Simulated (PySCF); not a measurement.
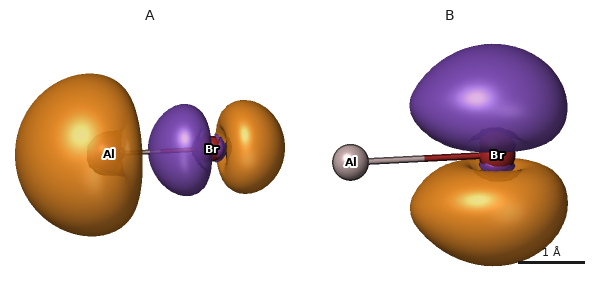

Figure 1: AlBr. Two frontier orbitals, each drawn at the value that holds 80 % of its norm (orange and purple are the two phases), in no order; of a degenerate pair one member is drawn.

The calculation used PBE0/x2c-SVPall, spin-free X2C-1e, Gaussian nucleus, at a bond length of 2.316 Å (PySCF 2.14.0).

Name the orbitals and rank them from lowest to highest energy.

Orbital B: π, occupied, −8.40 eV; mainly on Br (90 %).
Orbital A: σ, occupied, −6.88 eV; mainly on Al (75 %).
